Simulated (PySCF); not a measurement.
# C₂H₇BO: NMR shifts at several levels of theory

How much do the NMR shifts of C₂H₇BO (`CBOC`) depend on the level of theory, and what does each level cost?

The runs use PySCF 2.14.0, with density-fitted response routines of our own; the level of theory stands in each step. All values are computed, except where a source is named. Atoms are numbered from 0 throughout.

### 1 The starting structure

11 atoms, charge 0, multiplicity 1; geometry from: PBE0-D3(BJ)/def2-SVP.

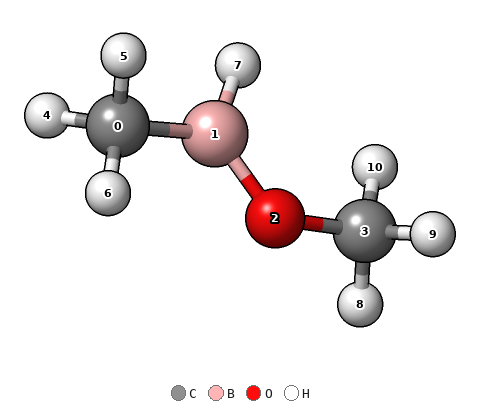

As it starts; carbon grey, boron pink, oxygen red, hydrogen white, atoms numbered.

### 2 Nuclear shieldings: HF/pcSseg-2

Job settings and geometry (Å):

```
{"job": {"kind": "nmr", "xc": "HF", "basis": "pcSseg-2", "pop": false}, "charge": 0, "multiplicity": 1}
C     -1.884579    -0.343066     0.200239
B     -0.384019    -0.215085    -0.224104
O      0.516232     0.268587     0.653801
C      1.873910     0.446299     0.347467
H     -2.222713    -1.388674     0.102480
H     -2.518962     0.238001    -0.491266
H     -2.074014    -0.001077     1.227973
H      0.005282    -0.539148    -1.334568
H      2.489109    -0.073247     1.098152
H      2.123110     1.518641     0.384315
H      2.121153     0.056401    -0.654044
```

With the program's defaults for keys left out, this is: GIAO HF/pcSseg-2 NMR shielding, non-relativistic, gas phase.

Launch:

```console
OMP_NUM_THREADS=1 python probes_run.py task.json out
```

One launch serves the whole session: the jobs run in the order shown.

Log:

```text
final grid: 82440 points
cycle   1  E = -179.3955194922  dE =  4.628e-01  |g| = 5.245e-01  |ddm| = 1.949e+00
cycle   2  E = -179.4496249922  dE = -5.411e-02  |g| = 2.907e-01  |ddm| = 4.080e-01
cycle   3  E = -179.4642951286  dE = -1.467e-02  |g| = 6.352e-02  |ddm| = 1.510e-01
cycle   4  E = -179.4654178894  dE = -1.123e-03  |g| = 1.219e-02  |ddm| = 6.275e-02
cycle   5  E = -179.4654650638  dE = -4.717e-05  |g| = 2.857e-03  |ddm| = 1.276e-02
cycle   6  E = -179.4654688229  dE = -3.759e-06  |g| = 7.220e-04  |ddm| = 4.540e-03
cycle   7  E = -179.4654690781  dE = -2.551e-07  |g| = 1.967e-04  |ddm| = 1.237e-03
cycle   8  E = -179.4654690986  dE = -2.054e-08  |g| = 4.696e-05  |ddm| = 3.756e-04
cycle   9  E = -179.4654691001  dE = -1.482e-09  |g| = 1.424e-05  |ddm| = 8.208e-05
cycle  10  E = -179.4654691002  dE = -1.297e-10  |g| = 4.991e-06  |ddm| = 2.352e-05
converged SCF energy = -179.4654691002

GIAO shielding tensors (ppm)
atom      isotropic    diamagn.    paramagn.     s11        s22        s33       span
  0 C      184.253     242.255     -58.002    169.038    185.516    198.205     29.168
  1 B       64.452     194.622    -130.170     26.021     70.119     97.216     71.194
  2 O      197.433     395.909    -198.475     16.976    213.192    362.132    345.156
  3 C      134.328     234.503    -100.175    102.316    114.246    186.423     84.108
  4 H       31.295      29.348       1.947     28.049     28.689     37.146      9.097
  5 H       31.320      29.519       1.801     28.082     28.722     37.156      9.074
  6 H       31.203      30.252       0.951     27.227     29.713     36.669      9.442
  7 H       26.816      31.432      -4.615     25.471     26.493     28.484      3.013
  8 H       27.980      28.301      -0.321     24.432     26.140     33.368      8.936
  9 H       28.004      28.510      -0.506     24.451     26.113     33.448      8.997
 10 H       28.003      29.342      -1.340     25.056     26.792     32.160      7.104
```

Run time: 7 s. Hardware: 1 thread of Arm Neoverse V2, shared host; peak memory 0.92 GiB.

The references, computed at this level on geometries of the same kind, shield at (ppm): ¹H TMS 31.68, ¹³C TMS 191.5, ¹⁷O H2O 326.3, ¹¹B BF3·OEt2 114.5. Their shielding less the atom's gives the shift. The references are single molecules in the gas phase, so shifts against H2O, NH3, PH3, H3PO4 or CFCl3 are not on the usual liquid scales and can be off by tens of ppm. Atoms listed in one row are averaged.

```
      atoms                              environment  σ (ppm)  δ (ppm)
         C3                methyl carbon bonded to O    134.3     57.1
         C0                methyl carbon bonded to B    184.3      7.2
         H7       hydrogen on a boron bonded to C, O    26.82     4.87
H8, H9, H10  hydrogen on a methyl carbon bonded to O    28.00     3.69
 H4, H5, H6  hydrogen on a methyl carbon bonded to B    31.27     0.41
         B1                  boron bonded to C, O, H     64.5     50.1
         O2                    oxygen bonded to C, B    197.4    128.9
```

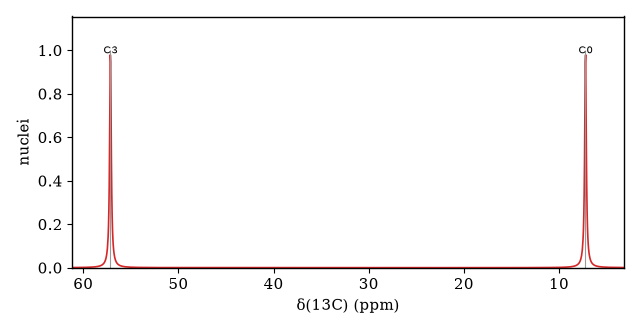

¹³C lines at the computed shifts, without couplings. Lines are broadened to a width of 0.20 ppm (Lorentzian).

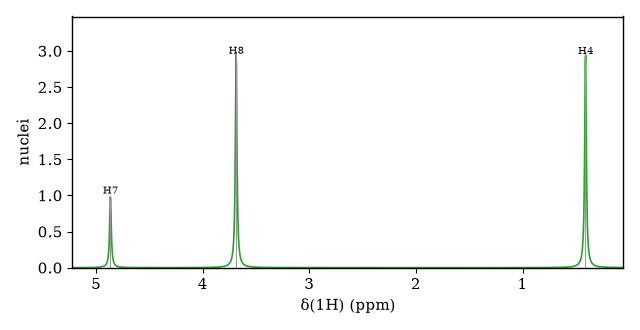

¹H lines at the computed shifts, without couplings. Lines are broadened to a width of 0.02 ppm (Lorentzian).

### 3 Nuclear shieldings: LDA/pcSseg-2

Same as in step 2 but for these lines:

```diff
@@ -1,2 +1,2 @@
-{"job": {"kind": "nmr", "xc": "HF", "basis": "pcSseg-2", "pop": false}, "charge": 0, "multiplicity": 1}
+{"job": {"kind": "nmr", "xc": "LDA", "basis": "pcSseg-2", "pop": false}, "charge": 0, "multiplicity": 1}
 C     -1.884579    -0.343066     0.200239
```

With the program's defaults for keys left out, this is: GIAO LDA/pcSseg-2 NMR shielding, non-relativistic, gas phase.

Log:

```text
coarse grid: 8688 points
cycle   1  E = -178.8858741922  dE =  1.676e-01  |g| = 7.830e-01  |ddm| = 2.166e+00
cycle   2  E = -178.4152737371  dE =  4.706e-01  |g| = 1.681e+00  |ddm| = 1.974e+00
cycle   3  E = -178.9974435441  dE = -5.822e-01  |g| = 3.087e-01  |ddm| = 1.649e+00
cycle   4  E = -179.0167988892  dE = -1.936e-02  |g| = 7.156e-02  |ddm| = 1.886e-01
cycle   5  E = -179.0179646988  dE = -1.166e-03  |g| = 1.724e-02  |ddm| = 4.952e-02
cycle   6  E = -179.0180300630  dE = -6.536e-05  |g| = 5.963e-03  |ddm| = 1.548e-02
cycle   7  E = -179.0180393640  dE = -9.301e-06  |g| = 1.229e-03  |ddm| = 4.956e-03
final grid: 82440 points
cycle   8  E = -179.0151341323  dE = -1.045e-04  |g| = 5.561e-03  |ddm| = 3.630e-02
cycle   9  E = -179.0151243290  dE =  9.803e-06  |g| = 8.449e-03  |ddm| = 7.695e-03
cycle  10  E = -179.0151413049  dE = -1.698e-05  |g| = 3.468e-04  |ddm| = 4.710e-03
cycle  11  E = -179.0151413044  dE =  5.278e-10  |g| = 3.519e-04  |ddm| = 3.427e-04
cycle  12  E = -179.0151413268  dE = -2.245e-08  |g| = 4.308e-05  |ddm| = 1.964e-04
cycle  13  E = -179.0151413272  dE = -3.466e-10  |g| = 1.313e-05  |ddm| = 3.555e-05
converged SCF energy = -179.0151413272

GIAO shielding tensors (ppm)
atom      isotropic    diamagn.    paramagn.     s11        s22        s33       span
  0 C      172.985     246.353     -73.368    149.315    177.137    192.502     43.187
  1 B       36.968     196.135    -159.167     -8.698     41.520     78.081     86.779
  2 O      118.598     393.136    -274.539   -106.642    129.198    333.236    439.878
  3 C      113.230     240.322    -127.092     70.660     87.792    181.238    110.578
  4 H       30.337      29.217       1.120     27.456     27.884     35.671      8.215
  5 H       30.366      29.315       1.051     27.483     27.922     35.693      8.210
  6 H       30.320      29.906       0.414     26.927     28.802     35.232      8.305
  7 H       25.059      30.662      -5.604     23.467     24.836     26.873      3.406
  8 H       26.615      28.113      -1.499     23.498     24.717     31.629      8.131
  9 H       26.632      28.231      -1.600     23.534     24.630     31.731      8.198
 10 H       26.679      28.818      -2.140     24.684     25.157     30.195      5.511
```

It took 17 s on 1 thread of Arm Neoverse V2, shared host; peak memory 0.81 GiB.

Key values: δ C3 67.1, C0 7.3, B1 54.0, O2 215.8, H7 5.71, H8 4.13 ppm (means over like atoms).

### 4 NMR shieldings: PBE/pcSseg-2

Same as in step 3 but for these lines:

```diff
@@ -1,2 +1,2 @@
-{"job": {"kind": "nmr", "xc": "LDA", "basis": "pcSseg-2", "pop": false}, "charge": 0, "multiplicity": 1}
+{"job": {"kind": "nmr", "xc": "PBE", "basis": "pcSseg-2", "pop": false}, "charge": 0, "multiplicity": 1}
 C     -1.884579    -0.343066     0.200239
```

With the program's defaults for keys left out, this is: GIAO PBE/pcSseg-2 NMR shielding, non-relativistic, gas phase.

Log:

```text
coarse grid: 8688 points
cycle   1  E = -180.2439743262  dE =  1.653e-01  |g| = 7.567e-01  |ddm| = 2.010e+00
cycle   2  E = -179.8182662657  dE =  4.257e-01  |g| = 1.604e+00  |ddm| = 1.969e+00
cycle   3  E = -180.3488453807  dE = -5.306e-01  |g| = 2.846e-01  |ddm| = 1.641e+00
cycle   4  E = -180.3654657239  dE = -1.662e-02  |g| = 6.915e-02  |ddm| = 1.811e-01
cycle   5  E = -180.3665825254  dE = -1.117e-03  |g| = 1.530e-02  |ddm| = 4.866e-02
cycle   6  E = -180.3666346821  dE = -5.216e-05  |g| = 5.259e-03  |ddm| = 1.419e-02
cycle   7  E = -180.3666418162  dE = -7.134e-06  |g| = 1.105e-03  |ddm| = 4.329e-03
final grid: 82440 points
cycle   8  E = -180.3683961470  dE = -1.047e-04  |g| = 1.579e-02  |ddm| = 4.304e-02
cycle   9  E = -180.3682680280  dE =  1.281e-04  |g| = 3.056e-02  |ddm| = 2.092e-02
cycle  10  E = -180.3684423333  dE = -1.743e-04  |g| = 4.603e-03  |ddm| = 1.465e-02
cycle  11  E = -180.3684469133  dE = -4.580e-06  |g| = 2.233e-04  |ddm| = 2.981e-03
cycle  12  E = -180.3684469215  dE = -8.199e-09  |g| = 1.281e-04  |ddm| = 2.892e-04
cycle  13  E = -180.3684469262  dE = -4.670e-09  |g| = 2.016e-05  |ddm| = 1.344e-04
cycle  14  E = -180.3684469263  dE = -1.122e-10  |g| = 5.597e-06  |ddm| = 2.304e-05
converged SCF energy = -180.3684469263

GIAO shielding tensors (ppm)
atom      isotropic    diamagn.    paramagn.     s11        s22        s33       span
  0 C      172.280     244.730     -72.450    151.860    175.084    189.896     38.036
  1 B       42.194     196.412    -154.219      0.203     46.212     80.167     79.964
  2 O      124.771     393.034    -268.263    -87.316    135.349    326.280    413.597
  3 C      113.530     239.692    -126.161     73.574     89.149    177.869    104.295
  4 H       30.737      29.184       1.552     27.952     28.380     35.877      7.924
  5 H       30.764      29.310       1.454     27.980     28.417     35.895      7.915
  6 H       30.754      30.054       0.700     27.448     29.301     35.512      8.065
  7 H       25.634      31.291      -5.657     24.287     25.382     27.234      2.948
  8 H       27.103      28.303      -1.200     24.010     25.235     32.065      8.055
  9 H       27.119      28.482      -1.364     24.041     25.149     32.165      8.124
 10 H       27.156      29.245      -2.089     25.165     25.615     30.686      5.521
```

Run time: 21 s. Hardware: 1 thread of Arm Neoverse V2, shared host; peak memory 0.8 GiB.

Key values: δ C3 65.9, C0 7.1, B1 50.5, O2 203.1, H7 5.54, H8 4.05 ppm (means over like atoms).

### 5 Shielding tensors: BLYP/pcSseg-2

Same as in step 4 but for these lines:

```diff
@@ -1,2 +1,2 @@
-{"job": {"kind": "nmr", "xc": "PBE", "basis": "pcSseg-2", "pop": false}, "charge": 0, "multiplicity": 1}
+{"job": {"kind": "nmr", "xc": "BLYP", "basis": "pcSseg-2", "pop": false}, "charge": 0, "multiplicity": 1}
 C     -1.884579    -0.343066     0.200239
```

With the program's defaults for keys left out, this is: GIAO BLYP/pcSseg-2 NMR shielding, non-relativistic, gas phase.

Log:

```text
coarse grid: 8688 points
cycle   1  E = -180.3910724867  dE =  1.721e-01  |g| = 8.262e-01  |ddm| = 1.992e+00
cycle   2  E = -179.8323251103  dE =  5.587e-01  |g| = 1.812e+00  |ddm| = 2.356e+00
cycle   3  E = -180.5102641570  dE = -6.779e-01  |g| = 3.135e-01  |ddm| = 2.039e+00
cycle   4  E = -180.5299525998  dE = -1.969e-02  |g| = 8.927e-02  |ddm| = 2.086e-01
cycle   5  E = -180.5318405461  dE = -1.888e-03  |g| = 1.779e-02  |ddm| = 6.336e-02
cycle   6  E = -180.5319136151  dE = -7.307e-05  |g| = 5.718e-03  |ddm| = 1.648e-02
cycle   7  E = -180.5319220599  dE = -8.445e-06  |g| = 1.371e-03  |ddm| = 5.007e-03
final grid: 82440 points
cycle   8  E = -180.5375861061  dE = -1.108e-04  |g| = 9.882e-03  |ddm| = 4.053e-02
cycle   9  E = -180.5375516355  dE =  3.447e-05  |g| = 1.602e-02  |ddm| = 1.331e-02
cycle  10  E = -180.5376070963  dE = -5.546e-05  |g| = 2.276e-03  |ddm| = 8.315e-03
cycle  11  E = -180.5376080263  dE = -9.300e-07  |g| = 4.494e-04  |ddm| = 1.496e-03
cycle  12  E = -180.5376080659  dE = -3.958e-08  |g| = 7.729e-05  |ddm| = 2.842e-04
cycle  13  E = -180.5376080673  dE = -1.409e-09  |g| = 2.247e-05  |ddm| = 8.791e-05
cycle  14  E = -180.5376080675  dE = -1.542e-10  |g| = 5.169e-06  |ddm| = 2.732e-05
converged SCF energy = -180.5376080675

GIAO shielding tensors (ppm)
atom      isotropic    diamagn.    paramagn.     s11        s22        s33       span
  0 C      168.166     242.041     -73.876    148.530    170.079    185.888     37.358
  1 B       40.609     194.191    -153.581     -1.323     45.513     77.638     78.961
  2 O      123.500     392.807    -269.307    -83.354    132.952    320.901    404.255
  3 C      109.052     237.047    -127.995     68.958     84.697    173.502    104.544
  4 H       30.943      29.453       1.490     28.278     28.726     35.824      7.546
  5 H       30.970      29.544       1.425     28.306     28.762     35.841      7.535
  6 H       30.964      30.198       0.766     27.787     29.617     35.489      7.701
  7 H       25.951      31.178      -5.227     24.595     25.722     27.535      2.940
  8 H       27.274      28.518      -1.243     24.228     25.420     32.174      7.947
  9 H       27.290      28.644      -1.353     24.257     25.335     32.279      8.022
 10 H       27.336      29.173      -1.836     25.421     25.778     30.810      5.390
```

Wall time 20 s (1 thread of Arm Neoverse V2, shared host); peak memory 0.8 GiB.

This run: δ C3 66.0, C0 6.8, B1 50.5, O2 201.7, H7 5.43, H8 4.08 ppm (means over like atoms).

### 6 Shielding tensors: BP86/pcSseg-2

Same as in step 5 but for these lines:

```diff
@@ -1,2 +1,2 @@
-{"job": {"kind": "nmr", "xc": "BLYP", "basis": "pcSseg-2", "pop": false}, "charge": 0, "multiplicity": 1}
+{"job": {"kind": "nmr", "xc": "BP86", "basis": "pcSseg-2", "pop": false}, "charge": 0, "multiplicity": 1}
 C     -1.884579    -0.343066     0.200239
```

Level: GIAO BP86/pcSseg-2 NMR shielding, non-relativistic, gas phase.

Log:

```text
coarse grid: 8688 points
cycle   1  E = -180.4806543193  dE =  1.675e-01  |g| = 7.655e-01  |ddm| = 1.999e+00
cycle   2  E = -180.0577150067  dE =  4.229e-01  |g| = 1.611e+00  |ddm| = 1.818e+00
cycle   3  E = -180.5860474522  dE = -5.283e-01  |g| = 2.828e-01  |ddm| = 1.498e+00
cycle   4  E = -180.6025090666  dE = -1.646e-02  |g| = 6.959e-02  |ddm| = 1.787e-01
cycle   5  E = -180.6036453780  dE = -1.136e-03  |g| = 1.514e-02  |ddm| = 4.879e-02
cycle   6  E = -180.6036982714  dE = -5.289e-05  |g| = 5.206e-03  |ddm| = 1.346e-02
cycle   7  E = -180.6037051431  dE = -6.872e-06  |g| = 1.186e-03  |ddm| = 4.249e-03
final grid: 82440 points
cycle   8  E = -180.6065876197  dE = -1.138e-04  |g| = 9.465e-03  |ddm| = 4.189e-02
cycle   9  E = -180.6065429493  dE =  4.467e-05  |g| = 1.809e-02  |ddm| = 1.233e-02
cycle  10  E = -180.6066039439  dE = -6.099e-05  |g| = 2.741e-03  |ddm| = 8.491e-03
cycle  11  E = -180.6066055817  dE = -1.638e-06  |g| = 2.326e-04  |ddm| = 1.796e-03
cycle  12  E = -180.6066055914  dE = -9.670e-09  |g| = 9.833e-05  |ddm| = 2.089e-04
cycle  13  E = -180.6066055941  dE = -2.700e-09  |g| = 1.667e-05  |ddm| = 1.031e-04
cycle  14  E = -180.6066055942  dE = -7.935e-11  |g| = 5.203e-06  |ddm| = 1.903e-05
converged SCF energy = -180.6066055942

GIAO shielding tensors (ppm)
atom      isotropic    diamagn.    paramagn.     s11        s22        s33       span
  0 C      172.071     244.760     -72.689    152.036    174.977    189.200     37.164
  1 B       43.252     195.998    -152.746      1.693     47.668     80.395     78.702
  2 O      127.046     392.368    -265.322    -83.323    137.217    327.246    410.569
  3 C      113.254     239.612    -126.358     73.592     89.213    176.957    103.365
  4 H       30.800      29.319       1.481     28.036     28.462     35.903      7.867
  5 H       30.828      29.443       1.384     28.063     28.498     35.922      7.859
  6 H       30.810      30.192       0.619     27.512     29.381     35.538      8.027
  7 H       25.724      31.295      -5.570     24.428     25.435     27.310      2.882
  8 H       27.168      28.352      -1.184     24.087     25.295     32.123      8.035
  9 H       27.183      28.526      -1.343     24.116     25.210     32.221      8.105
 10 H       27.217      29.337      -2.120     25.199     25.681     30.772      5.573
```

Wall time 21 s (1 thread of Arm Neoverse V2, shared host); peak memory 0.8 GiB.

In short: δ C3 65.9, C0 7.1, B1 50.1, O2 199.0, H7 5.51, H8 4.04 ppm (means over like atoms).

### 7 Nuclear shieldings: OPBE/pcSseg-2

Same as in step 6 but for these lines:

```diff
@@ -1,2 +1,2 @@
-{"job": {"kind": "nmr", "xc": "BP86", "basis": "pcSseg-2", "pop": false}, "charge": 0, "multiplicity": 1}
+{"job": {"kind": "nmr", "xc": "OPBE", "basis": "pcSseg-2", "pop": false}, "charge": 0, "multiplicity": 1}
 C     -1.884579    -0.343066     0.200239
```

Method: GIAO OPBE/pcSseg-2 NMR shielding, non-relativistic, gas phase.

Log:

```text
coarse grid: 8688 points
cycle   1  E = -180.4122195637  dE =  1.441e-01  |g| = 6.865e-01  |ddm| = 2.027e+00
cycle   2  E = -180.1031398340  dE =  3.091e-01  |g| = 1.380e+00  |ddm| = 1.862e+00
cycle   3  E = -180.5046529724  dE = -4.015e-01  |g| = 2.301e-01  |ddm| = 1.504e+00
cycle   4  E = -180.5157774842  dE = -1.112e-02  |g| = 6.011e-02  |ddm| = 1.578e-01
cycle   5  E = -180.5166158218  dE = -8.383e-04  |g| = 1.229e-02  |ddm| = 4.195e-02
cycle   6  E = -180.5166490278  dE = -3.321e-05  |g| = 4.369e-03  |ddm| = 1.217e-02
cycle   7  E = -180.5166537738  dE = -4.746e-06  |g| = 1.034e-03  |ddm| = 3.551e-03
final grid: 82440 points
cycle   8  E = -180.5132574332  dE = -1.844e-04  |g| = 2.464e-02  |ddm| = 6.323e-02
cycle   9  E = -180.5128859456  dE =  3.715e-04  |g| = 5.136e-02  |ddm| = 3.469e-02
cycle  10  E = -180.5133673878  dE = -4.814e-04  |g| = 4.479e-03  |ddm| = 2.545e-02
cycle  11  E = -180.5133725934  dE = -5.206e-06  |g| = 3.766e-04  |ddm| = 3.824e-03
cycle  12  E = -180.5133726187  dE = -2.526e-08  |g| = 1.896e-04  |ddm| = 4.274e-04
cycle  13  E = -180.5133726278  dE = -9.160e-09  |g| = 5.066e-05  |ddm| = 1.836e-04
cycle  14  E = -180.5133726285  dE = -6.389e-10  |g| = 8.613e-06  |ddm| = 4.488e-05
converged SCF energy = -180.5133726285

GIAO shielding tensors (ppm)
atom      isotropic    diamagn.    paramagn.     s11        s22        s33       span
  0 C      177.196     247.661     -70.465    158.492    180.018    193.077     34.585
  1 B       49.905     199.711    -149.806     10.937     52.916     85.862     74.925
  2 O      140.458     394.891    -254.433    -61.589    152.403    330.561    392.150
  3 C      120.261     242.893    -122.632     82.913     96.566    181.305     98.393
  4 H       30.740      28.746       1.993     27.860     28.274     36.085      8.225
  5 H       30.767      28.944       1.822     27.888     28.309     36.102      8.214
  6 H       30.763      29.917       0.846     27.333     29.239     35.716      8.383
  7 H       25.715      32.092      -6.377     24.633     25.323     27.189      2.557
  8 H       27.232      28.041      -0.809     24.074     25.362     32.259      8.185
  9 H       27.245      28.351      -1.106     24.107     25.279     32.349      8.242
 10 H       27.255      29.487      -2.233     25.105     25.729     30.929      5.824
```

It took 21 s on 1 thread of Arm Neoverse V2, shared host; peak memory 0.8 GiB.

This run: δ C3 64.2, C0 7.2, B1 47.8, O2 188.7, H7 5.48, H8 3.96 ppm (means over like atoms).

### 8 Shielding tensors: KT2/pcSseg-2

Same as in step 7 but for these lines:

```diff
@@ -1,2 +1,2 @@
-{"job": {"kind": "nmr", "xc": "OPBE", "basis": "pcSseg-2", "pop": false}, "charge": 0, "multiplicity": 1}
+{"job": {"kind": "nmr", "xc": "KT2", "basis": "pcSseg-2", "pop": false}, "charge": 0, "multiplicity": 1}
 C     -1.884579    -0.343066     0.200239
```

Level: GIAO KT2/pcSseg-2 NMR shielding, non-relativistic, gas phase.

Log:

```text
coarse grid: 8688 points
cycle   1  E = -183.4155479111  dE =  1.924e-01  |g| = 7.805e-01  |ddm| = 1.937e+00
cycle   2  E = -182.9382261053  dE =  4.773e-01  |g| = 1.673e+00  |ddm| = 1.938e+00
cycle   3  E = -183.5271716103  dE = -5.889e-01  |g| = 2.581e-01  |ddm| = 1.627e+00
cycle   4  E = -183.5415477755  dE = -1.438e-02  |g| = 7.895e-02  |ddm| = 1.921e-01
cycle   5  E = -183.5430477753  dE = -1.500e-03  |g| = 1.483e-02  |ddm| = 5.495e-02
cycle   6  E = -183.5430991986  dE = -5.142e-05  |g| = 4.900e-03  |ddm| = 1.383e-02
cycle   7  E = -183.5431052090  dE = -6.010e-06  |g| = 1.345e-03  |ddm| = 4.339e-03
final grid: 82440 points
cycle   8  E = -183.5577761642  dE = -3.104e-04  |g| = 5.937e-03  |ddm| = 1.040e-01
cycle   9  E = -183.5577673885  dE =  8.776e-06  |g| = 8.464e-03  |ddm| = 1.027e-02
cycle  10  E = -183.5577829492  dE = -1.556e-05  |g| = 2.123e-03  |ddm| = 6.614e-03
cycle  11  E = -183.5577836957  dE = -7.465e-07  |g| = 7.886e-04  |ddm| = 1.475e-03
cycle  12  E = -183.5577838328  dE = -1.371e-07  |g| = 1.541e-04  |ddm| = 4.796e-04
cycle  13  E = -183.5577838385  dE = -5.662e-09  |g| = 4.392e-05  |ddm| = 1.379e-04
cycle  14  E = -183.5577838390  dE = -5.028e-10  |g| = 5.731e-06  |ddm| = 3.571e-05
converged SCF energy = -183.5577838390

GIAO shielding tensors (ppm)
atom      isotropic    diamagn.    paramagn.     s11        s22        s33       span
  0 C      175.697     243.614     -67.917    156.398    177.739    192.953     36.556
  1 B       50.699     196.394    -145.694     12.433     56.044     83.620     71.187
  2 O      131.843     390.779    -258.936    -73.903    144.681    324.750    398.652
  3 C      117.818     238.867    -121.050     79.317     93.536    180.599    101.282
  4 H       30.777      28.937       1.841     27.975     28.321     36.036      8.061
  5 H       30.806      29.087       1.719     28.003     28.361     36.054      8.052
  6 H       30.786      29.962       0.823     27.391     29.231     35.736      8.345
  7 H       25.784      30.820      -5.035     24.692     25.352     27.308      2.616
  8 H       27.131      28.141      -1.010     24.002     25.206     32.184      8.182
  9 H       27.147      28.362      -1.215     24.017     25.138     32.288      8.271
 10 H       27.199      29.448      -2.249     25.227     25.587     30.783      5.556
```

It took 21 s on 1 thread of Arm Neoverse V2, shared host; peak memory 0.8 GiB.

This run: δ C3 64.5, C0 6.6, B1 47.6, O2 192.5, H7 5.39, H8 4.02 ppm (means over like atoms).

[end of part 1 of 2]
